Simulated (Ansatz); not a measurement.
# C₂H₇FOSi: molecular dynamics (part 4 of 4)

The same run, continued: C₂H₇FOSi; RKS revPBE-D4/def2-SVP (Ansatz 0.2.0). It belongs to a series of runs on one base structure; here: dynamics from the highest image of the converged band.

Geometry of the input (Å):
```
Si 0.1344  -0.3256  -0.3260
F  1.3081  -0.4200  -1.4897
O  -0.7339  -1.7651  -0.3900
H  -0.4336  -2.3915  -1.0700
C  0.9659  -0.1509  1.3424
C  -0.9836  1.1214  -0.7281
H  1.5234  0.8057  1.4118
H  1.6769  -0.9827  1.5221
H  0.2103  -0.1670  2.1550
H  -1.4305  1.0112  -1.7369
H  -1.8131  1.1856  0.0063
H  -0.4242  2.0789  -0.6970
```

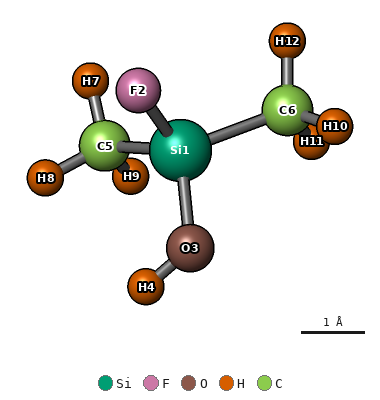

*The geometry at step 157 of the log (ball-and-stick view, seen at a tilt; atoms are numbered from 1 in the order of the input).*

## Trajectory as extended XYZ, continued
```
12
Properties=species:S:1:pos:R:3:forces:R:3 step=108 time_fs=54.0 energy=-14822.23555 temperature=75.7
Si    0.1398   -0.3102   -0.3231    0.2031  -0.4042  -0.1992
F     1.3325   -0.3941   -1.4937   -0.3175   0.0905   0.4227
O    -0.7669   -1.7199   -0.4257    0.4554  -0.7699  -0.1617
H    -0.1890   -2.5230   -0.4597   -0.5269   0.5130   0.0794
C     0.9812   -0.2062    1.3544   -0.0449   0.3272  -0.3975
C    -1.0189    1.0796   -0.7405   -0.1085  -0.0543   0.0635
H     1.6974    0.6304    1.3574    0.3209   0.1396   0.0414
H     1.5098   -1.1355    1.6154    0.1682  -0.1927   0.0178
H     0.2525    0.0120    2.1476   -0.3154  -0.0414   0.2019
H    -1.6579    0.8157   -1.6012    0.1518  -0.0488  -0.3061
H    -1.7371    1.2888    0.0727    0.1339   0.1509   0.2695
H    -0.4188    1.9750   -0.9741   -0.1202   0.2900  -0.0317
12
Properties=species:S:1:pos:R:3:forces:R:3 step=114 time_fs=57.0 energy=-14822.24929 temperature=86.2
Si    0.1375   -0.3181   -0.3281    0.1684   0.1460   0.0175
F     1.3352   -0.3916   -1.4895   -0.2794   0.0553   0.3564
O    -0.7683   -1.7224   -0.4313    0.2229  -0.5170  -0.0943
H    -0.1886   -2.5123   -0.3803   -0.3317   0.1232   0.0168
C     0.9865   -0.2009    1.3588   -0.1108   0.0425  -0.1011
C    -1.0272    1.0906   -0.7400    0.6351   0.1716   0.2303
H     1.7208    0.6295    1.3477    0.1014  -0.0123   0.0714
H     1.5262   -1.1487    1.6019   -0.1102   0.2532  -0.0128
H     0.2480    0.0170    2.1712    0.1738  -0.1579  -0.2548
H    -1.6421    0.8094   -1.6033   -0.1066  -0.0122  -0.4288
H    -1.7287    1.2903    0.0948    0.1404   0.1606   0.0668
H    -0.4055    1.9958   -0.9824   -0.5031  -0.2529   0.1326
12
Properties=species:S:1:pos:R:3:forces:R:3 step=119 time_fs=59.5 energy=-14822.25145 temperature=88.0
Si    0.1360   -0.3244   -0.3322    0.1270   0.5428   0.1821
F     1.3365   -0.3894   -1.4847   -0.2144   0.0229   0.2641
O    -0.7687   -1.7265   -0.4365   -0.4097   0.3825  -0.1717
H    -0.2096   -2.4953   -0.3117    0.2980  -0.8220   0.1179
C     0.9904   -0.1960    1.3616    0.1004   0.0955  -0.2445
C    -1.0312    1.1004   -0.7386    0.3153  -0.3795  -0.0670
H     1.7477    0.6287    1.3441   -0.2173  -0.2165   0.0836
H     1.5347   -1.1467    1.5903   -0.1506   0.2601   0.0272
H     0.2520    0.0120    2.1777    0.2419  -0.1160  -0.2655
H    -1.6334    0.8040   -1.6300    0.0721   0.1917   0.1849
H    -1.7127    1.3018    0.1182    0.0954   0.0719  -0.1786
H    -0.4235    2.0015   -0.9821   -0.2580  -0.0334   0.0676
12
Properties=species:S:1:pos:R:3:forces:R:3 step=124 time_fs=62.0 energy=-14822.25022 temperature=86.9
Si    0.1348   -0.3296   -0.3360    0.1307   0.7932   0.3506
F     1.3370   -0.3871   -1.4791   -0.1235   0.0015   0.1462
O    -0.7701   -1.7299   -0.4422    0.1603  -0.5187   0.0349
H    -0.2203   -2.5162   -0.2379   -0.3084   0.1229  -0.0701
C     0.9947   -0.1908    1.3630    0.1564   0.0716  -0.7723
C    -1.0335    1.1083   -0.7374    0.0970  -0.9773  -0.1957
H     1.7634    0.6168    1.3453   -0.2032  -0.0487   0.0649
H     1.5353   -1.1312    1.5805    0.0284  -0.1236   0.1102
H     0.2684    0.0006    2.1705   -0.0889   0.0413   0.1255
H    -1.6216    0.8093   -1.6475    0.0447   0.2508   0.4838
H    -1.6918    1.3175    0.1321   -0.0965  -0.0201  -0.2038
H    -0.4559    2.0064   -0.9782    0.2028   0.4071  -0.0741
12
Properties=species:S:1:pos:R:3:forces:R:3 step=130 time_fs=65.0 energy=-14822.23875 temperature=78.2
Si    0.1336   -0.3336   -0.3395    0.0890   0.8789   0.5061
F     1.3373   -0.3843   -1.4718   -0.0125  -0.0188  -0.0021
O    -0.7710   -1.7365   -0.4488    0.3551  -0.7859   0.2398
H    -0.2565   -2.5313   -0.1562   -0.4817   0.5518  -0.2526
C     1.0007   -0.1842    1.3596   -0.1669  -0.3384  -0.8400
C    -1.0351    1.1119   -0.7370    0.7606  -0.4386   0.0755
H     1.7690    0.6020    1.3517    0.0844   0.3571   0.0182
H     1.5382   -1.1223    1.5771    0.0877  -0.2692   0.0992
H     0.2812   -0.0098    2.1712   -0.1932   0.1220   0.2208
H    -1.6078    0.8331   -1.6362   -0.3970   0.0275  -0.0162
H    -1.6754    1.3347    0.1344   -0.3014  -0.0943  -0.0540
H    -0.4813    2.0388   -0.9779    0.1758   0.0080   0.0052
12
Properties=species:S:1:pos:R:3:forces:R:3 step=135 time_fs=67.5 energy=-14822.24245 temperature=81.0
Si    0.1329   -0.3349   -0.3412   -0.0313   0.7598   0.5390
F     1.3374   -0.3820   -1.4657    0.0602  -0.0299  -0.1095
O    -0.7706   -1.7448   -0.4535   -0.2606   0.5154  -0.1646
H    -0.3146   -2.5149   -0.1014    0.2353  -0.5394   0.1839
C     1.0049   -0.1805    1.3524   -0.2498  -0.5402  -0.2283
C    -1.0326    1.1123   -0.7364    0.9253   0.2109   0.1976
H     1.7764    0.6094    1.3583   -0.0240   0.2331  -0.0246
H     1.5453   -1.1302    1.5804   -0.0872   0.0878  -0.0211
H     0.2810   -0.0111    2.1842    0.1308   0.0567  -0.1917
H    -1.6192    0.8561   -1.6245   -0.4751  -0.0903  -0.2447
H    -1.6797    1.3431    0.1314   -0.2155  -0.1547  -0.0576
H    -0.4908    2.0680   -0.9777   -0.0080  -0.5092   0.1217
12
Properties=species:S:1:pos:R:3:forces:R:3 step=141 time_fs=70.5 energy=-14822.25287 temperature=88.9
Si    0.1319   -0.3343   -0.3418   -0.1514   0.4465   0.5109
F     1.3378   -0.3794   -1.4588    0.1214  -0.0242  -0.2083
O    -0.7709   -1.7527   -0.4598    0.0525   0.1934   0.0963
H    -0.3715   -2.5274   -0.0247    0.0091   0.0489  -0.0625
C     1.0086   -0.1792    1.3423    0.0155  -0.2366   0.1452
C    -1.0244    1.1137   -0.7348   -0.1552  -0.0713  -0.1825
H     1.7806    0.6329    1.3639   -0.3297  -0.1961  -0.0970
H     1.5475   -1.1328    1.5825   -0.1043   0.2461  -0.1021
H     0.2902   -0.0083    2.1853    0.1673   0.0239  -0.3138
H    -1.6641    0.8782   -1.6231    0.1433  -0.0048   0.2786
H    -1.6998    1.3407    0.1227    0.0609  -0.1912  -0.1061
H    -0.5004    2.0677   -0.9691    0.1707  -0.2346   0.0414
12
Properties=species:S:1:pos:R:3:forces:R:3 step=146 time_fs=73.0 energy=-14822.23388 temperature=74.5
Si    0.1307   -0.3328   -0.3410   -0.2192   0.1526   0.4454
F     1.3385   -0.3773   -1.4538    0.1407  -0.0152  -0.2583
O    -0.7712   -1.7584   -0.4647    0.3675  -0.3681   0.5445
H    -0.4159   -2.5389    0.0363   -0.2461   0.7921  -0.5096
C     1.0116   -0.1796    1.3344   -0.0085   0.0090  -0.1122
C    -1.0179    1.1145   -0.7342   -0.8140  -0.5668  -0.2363
H     1.7655    0.6432    1.3625   -0.1720  -0.1528  -0.1525
H     1.5434   -1.1211    1.5783    0.1202  -0.0580  -0.0508
H     0.3073   -0.0040    2.1678   -0.1941   0.0620   0.0490
H    -1.6958    0.8954   -1.6080    0.4491  -0.0249   0.3134
H    -1.7141    1.3268    0.1095    0.1817  -0.1183   0.0437
H    -0.4978    2.0516   -0.9590    0.3947   0.2883  -0.0763
12
Properties=species:S:1:pos:R:3:forces:R:3 step=151 time_fs=75.5 energy=-14822.23302 temperature=73.6
Si    0.1291   -0.3309   -0.3394   -0.2815  -0.1238   0.3002
F     1.3397   -0.3753   -1.4496    0.1192  -0.0133  -0.2716
O    -0.7703   -1.7649   -0.4678    0.0553   0.6504  -0.0025
H    -0.4715   -2.5118    0.0723    0.1592  -0.0833   0.0582
C     1.0144   -0.1801    1.3260   -0.3604  -0.0822  -0.2031
C    -1.0150    1.1128   -0.7346   -0.3511  -0.2846   0.0576
H     1.7413    0.6459    1.3521    0.2199   0.1766  -0.1716
H     1.5460   -1.1122    1.5711    0.2457  -0.2396   0.0015
H     0.3138    0.0037    2.1522   -0.3494   0.0384   0.2294
H    -1.7036    0.9105   -1.5775    0.2070  -0.1634  -0.2852
H    -1.7183    1.3062    0.0994    0.1657   0.0259   0.2913
H    -0.4740    2.0488   -0.9524    0.1703   0.0988  -0.0041
12
Properties=species:S:1:pos:R:3:forces:R:3 step=157 time_fs=78.5 energy=-14822.22205 temperature=65.2
Si    0.1264   -0.3290   -0.3366   -0.2514  -0.3921   0.0517
F     1.3415   -0.3729   -1.4457    0.0545  -0.0118  -0.2464
O    -0.7689   -1.7694   -0.4718    0.0089   0.9678  -0.2077
H    -0.5261   -2.4866    0.1219    0.2515  -0.3381   0.2761
C     1.0154   -0.1812    1.3151   -0.4688  -0.1369   0.3479
C    -1.0135    1.1093   -0.7346    0.2628   0.2632   0.3295
H     1.7279    0.6610    1.3265    0.1921   0.0885  -0.1338
H     1.5659   -1.1161    1.5618    0.0254   0.1157  -0.0476
H     0.2986    0.0147    2.1472    0.0494  -0.1106  -0.1165
H    -1.6983    0.9157   -1.5649   -0.0314  -0.2020  -0.6469
H    -1.7101    1.2837    0.1093    0.1790   0.1350   0.2726
H    -0.4352    2.0492   -0.9438   -0.2720  -0.3787   0.1210
12
Properties=species:S:1:pos:R:3:forces:R:3 step=162 time_fs=81.0 energy=-14822.22530 temperature=67.8
Si    0.1235   -0.3283   -0.3341   -0.1274  -0.5256  -0.1544
F     1.3433   -0.3710   -1.4433   -0.0150  -0.0100  -0.2043
O    -0.7676   -1.7695   -0.4756    0.2578  -0.0710   0.6398
H    -0.5562   -2.4833    0.1767   -0.0359   0.6431  -0.5821
C     1.0137   -0.1828    1.3076   -0.1311   0.1632   0.5368
C    -1.0114    1.1073   -0.7331   -0.2268  -0.0500   0.0754
H     1.7285    0.6789    1.2964   -0.1487  -0.2926  -0.0562
H     1.5854   -1.1140    1.5514   -0.1277   0.2990  -0.0614
H     0.2867    0.0176    2.1381    0.2531  -0.1524  -0.1998
H    -1.6927    0.9078   -1.5916    0.3066  -0.0191  -0.0126
H    -1.6915    1.2732    0.1345    0.1962   0.1300  -0.0289
H    -0.4172    2.0294   -0.9299   -0.2010  -0.1146   0.0478
12
Properties=species:S:1:pos:R:3:forces:R:3 step=168 time_fs=84.0 energy=-14822.22682 temperature=68.8
Si    0.1197   -0.3290   -0.3315    0.0371  -0.5533  -0.3754
F     1.3453   -0.3687   -1.4412   -0.1091  -0.0178  -0.1417
O    -0.7650   -1.7693   -0.4776    0.0636   0.4359   0.1252
H    -0.5921   -2.4391    0.2052    0.1168  -0.0042  -0.0534
C     1.0109   -0.1836    1.3017    0.0354   0.3230   0.0693
C    -1.0103    1.1043   -0.7307   -0.4332  -0.5748  -0.0514
H     1.7189    0.6797    1.2564   -0.1509  -0.1949   0.0415
H     1.6006   -1.0918    1.5349   -0.0005  -0.0272   0.0360
H     0.2891    0.0103    2.1157    0.0099  -0.0325   0.2263
H    -1.6630    0.8972   -1.6234    0.3226   0.1117   0.4371
H    -1.6557    1.2705    0.1621   -0.0269   0.1002  -0.2107
H    -0.4082    2.0010   -0.9107    0.1351   0.4339  -0.1029
12
Properties=species:S:1:pos:R:3:forces:R:3 step=173 time_fs=86.5 energy=-14822.20452 temperature=51.7
Si    0.1166   -0.3308   -0.3303    0.1952  -0.4650  -0.4832
F     1.3467   -0.3668   -1.4400   -0.1771  -0.0272  -0.0942
O    -0.7625   -1.7676   -0.4786   -0.1084   0.8799  -0.4870
H    -0.6155   -2.3991    0.2231    0.2195  -0.6371   0.5679
C     1.0086   -0.1827    1.2974   -0.2039   0.0521  -0.1446
C    -1.0114    1.0991   -0.7289    0.4799  -0.1258   0.2296
H     1.7021    0.6685    1.2252    0.1522   0.2737   0.0897
H     1.6125   -1.0734    1.5230    0.1049  -0.2762   0.0924
H     0.2934    0.0014    2.1092   -0.1078   0.0507   0.4205
H    -1.6191    0.8945   -1.6260   -0.2220   0.0310   0.0076
H    -1.6271    1.2750    0.1729   -0.3284   0.0852  -0.1235
H    -0.3953    2.0003   -0.9001   -0.0040   0.1587  -0.0751
12
Properties=species:S:1:pos:R:3:forces:R:3 step=178 time_fs=89.0 energy=-14822.18751 temperature=38.5
Si    0.1140   -0.3336   -0.3301    0.3612  -0.3137  -0.4882
F     1.3474   -0.3651   -1.4391   -0.2198  -0.0324  -0.0629
O    -0.7604   -1.7631   -0.4808   -0.0336  -0.2393   0.4976
H    -0.6276   -2.3882    0.2651    0.0139   0.2300  -0.4446
C     1.0054   -0.1815    1.2927   -0.2406  -0.1500   0.2327
C    -1.0102    1.0934   -0.7259    1.1056   0.4949   0.4242
H     1.6928    0.6714    1.1994    0.1562   0.3263   0.1514
H     1.6292   -1.0690    1.5160   -0.0482  -0.0775   0.0331
H     0.2934   -0.0050    2.1251    0.1556   0.0261   0.1035
H    -1.5875    0.8937   -1.6277   -0.5636  -0.0294  -0.3198
H    -1.6172    1.2845    0.1758   -0.4422   0.0379  -0.1166
H    -0.3831    2.0083   -0.8939   -0.2445  -0.2730  -0.0105
12
Properties=species:S:1:pos:R:3:forces:R:3 step=184 time_fs=92.0 energy=-14822.19261 temperature=42.4
Si    0.1118   -0.3379   -0.3311    0.4663  -0.1100  -0.4228
F     1.3475   -0.3631   -1.4383   -0.2404  -0.0405  -0.0486
O    -0.7580   -1.7587   -0.4813   -0.1464  -0.4550   0.4842
H    -0.6401   -2.3615    0.2846   -0.0012   0.1609  -0.4467
C     1.0003   -0.1808    1.2887    0.2417   0.1005   0.5703
C    -1.0023    1.0894   -0.7200    0.2218   0.3708  -0.1003
H     1.6901    0.6953    1.1810   -0.2236  -0.1900   0.2308
H     1.6446   -1.0681    1.5097   -0.2057   0.2007  -0.0497
H     0.3061   -0.0108    2.1508    0.3021   0.0008  -0.2047
H    -1.5880    0.8921   -1.6468   -0.1125   0.0955   0.3243
H    -1.6379    1.2981    0.1683   -0.2312  -0.0746  -0.2875
H    -0.3851    2.0003   -0.8878   -0.0710  -0.0591  -0.0493
12
Properties=species:S:1:pos:R:3:forces:R:3 step=189 time_fs=94.5 energy=-14822.19153 temperature=41.7
Si    0.1111   -0.3417   -0.3330    0.4767   0.0720  -0.2903
F     1.3466   -0.3616   -1.4378   -0.2244  -0.0500  -0.0622
O    -0.7566   -1.7567   -0.4799   -0.3338   0.2394  -0.5702
H    -0.6501   -2.3312    0.2754    0.1196  -0.7196   0.6127
C     0.9971   -0.1797    1.2882    0.4068   0.2476   0.3442
C    -0.9942    1.0882   -0.7154   -0.5985   0.0464  -0.3592
H     1.6762    0.7067    1.1801   -0.2075  -0.2553   0.1937
H     1.6458   -1.0568    1.5018   -0.0371   0.0404  -0.0273
H     0.3343   -0.0153    2.1618    0.0021   0.0371  -0.0120
H    -1.5986    0.8959   -1.6463    0.1919   0.1092   0.5252
H    -1.6711    1.3052    0.1448   -0.0006  -0.1246  -0.2523
H    -0.3919    1.9894   -0.8859    0.2048   0.3574  -0.1023
12
Properties=species:S:1:pos:R:3:forces:R:3 step=195 time_fs=97.5 energy=-14822.19724 temperature=45.9
Si    0.1116   -0.3460   -0.3361    0.4464   0.2878   0.0059
F     1.3447   -0.3600   -1.4375   -0.1548  -0.0595  -0.1160
O    -0.7566   -1.7539   -0.4801   -0.2998  -0.6643   0.3283
H    -0.6547   -2.3392    0.2972   -0.0007   0.0277  -0.3337
C     0.9957   -0.1771    1.2898    0.0795  -0.0093   0.1056
C    -0.9878    1.0875   -0.7120   -0.2822   0.4365  -0.1613
H     1.6475    0.7052    1.1932    0.2418   0.2263   0.0519
H     1.6460   -1.0421    1.4908    0.2118  -0.2256   0.0286
H     0.3663   -0.0179    2.1756   -0.3292   0.0266   0.1984
H    -1.5996    0.9075   -1.6122   -0.0239  -0.0702  -0.2470
H    -1.7112    1.3046    0.0998    0.1003  -0.0635   0.1353
H    -0.3869    2.0001   -0.8905    0.0110   0.0874   0.0040
12
Properties=species:S:1:pos:R:3:forces:R:3 step=200 time_fs=100.0 energy=-14822.17118 temperature=26.0
Si    0.1130   -0.3490   -0.3386    0.3401   0.4146   0.2293
F     1.3426   -0.3589   -1.4376   -0.0743  -0.0723  -0.1795
O    -0.7578   -1.7539   -0.4794   -0.2754  -0.9878   0.6592
H    -0.6574   -2.3507    0.3021   -0.0332   0.3402  -0.6950
C     0.9951   -0.1748    1.2919    0.0144  -0.1679   0.3917
C    -0.9843    1.0891   -0.7102    0.0289   0.7659  -0.1338
H     1.6359    0.7148    1.2084    0.3039   0.2549  -0.0098
H     1.6576   -1.0419    1.4829    0.0923  -0.0366   0.0141
H     0.3744   -0.0186    2.1972   -0.1957  -0.0820  -0.1050
H    -1.6004    0.9136   -1.5954   -0.1145  -0.1574  -0.6703
H    -1.7385    1.2996    0.0693    0.1514  -0.0005   0.3851
H    -0.3812    2.0160   -0.8945   -0.2379  -0.2711   0.1142
```

## Summary

```csv
quantity,value
outcome,finished
mean temperature over the second half,66 K
trajectory,"200 steps, 100 fs"
ensemble,nve
temperature in the input,100.0 K
time step,0.5 fs
potential energy (last step),−14822.1712 eV
mean-field energy (last step),−14821.4555 eV
largest force (length of the vector) (last step),1.219 eV/Å
wall time,5.6 min (CPU time 11 min)
peak memory,0.15 GiB
```

## Remarks

So short a trajectory is not equilibrated.
